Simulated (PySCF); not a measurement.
```json
{"atom": "Ga", "x (Å)": "2.0321", "y (Å)": "-0.5963", "z (Å)": "-0.3454"}
{"atom": "Cl", "x (Å)": "3.4618", "y (Å)": "-2.0315", "z (Å)": "-1.0617"}
{"atom": "Cl", "x (Å)": "2.7864", "y (Å)": "1.1839", "z (Å)": "0.5577"}
{"atom": "S", "x (Å)": "0.5195", "y (Å)": "-0.2151", "z (Å)": "-2.1238"}
{"atom": "Ga", "x (Å)": "-1.0868", "y (Å)": "1.3880", "z (Å)": "-1.4497"}
{"atom": "Cl", "x (Å)": "-2.3310", "y (Å)": "1.6294", "z (Å)": "-3.1842"}
{"atom": "Cl", "x (Å)": "-0.1729", "y (Å)": "3.0846", "z (Å)": "-0.5346"}
{"atom": "S", "x (Å)": "-2.3780", "y (Å)": "0.3372", "z (Å)": "0.2177"}
{"atom": "Ga", "x (Å)": "-1.0323", "y (Å)": "-0.4180", "z (Å)": "2.0021"}
{"atom": "Cl", "x (Å)": "-2.2755", "y (Å)": "-1.7169", "z (Å)": "3.1762"}
{"atom": "Cl", "x (Å)": "-0.1028", "y (Å)": "1.2713", "z (Å)": "2.9125"}
{"atom": "S", "x (Å)": "0.5433", "y (Å)": "-1.8605", "z (Å)": "0.9861"}
{"atom": "H", "x (Å)": "1.2926", "y (Å)": "0.6729", "z (Å)": "-2.7909"}
{"atom": "H", "x (Å)": "-2.6405", "y (Å)": "-0.8453", "z (Å)": "-0.3850"}
{"atom": "H", "x (Å)": "1.3512", "y (Å)": "-1.9599", "z (Å)": "2.0669"}
```

Geometry: PBE0-D3(BJ)/def2-SVP.

Computed with wB97X-D/def2-SVPD, SCF density, gas phase (PySCF).

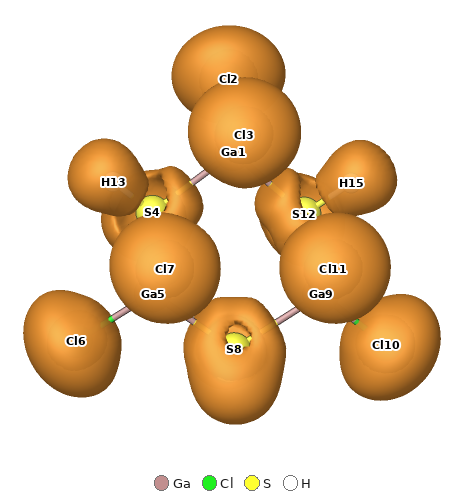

Cl₆Ga₃H₃S₃ ((Cl2Ga-mu-SH)3). Isosurface of the electron localisation function at 0.75 (orange), seen across its widest extent. Only the valence region is drawn (cores and ρ < 0.01 e/Å³ removed).

**Where are the electrons localised?**

At this value the surface marks out one region between bonded H–S atoms (shared pairs), six regions wrapped around Cl (the valence shell of each) and two joined regions spread over several atoms (H, S), in which their bonds and any lone pairs are merged. Profiles from the grid: Ga–Cl (2.13 Å): the ELF peaks at about 0.85 in the valence shell of Cl, 0.8 Å from its nucleus, and is about 0.60 at the midpoint. Ga–S (2.36 Å): the ELF peaks at about 0.90 in the valence shell of S, 0.9 Å from its nucleus, and is about 0.70 at the midpoint.
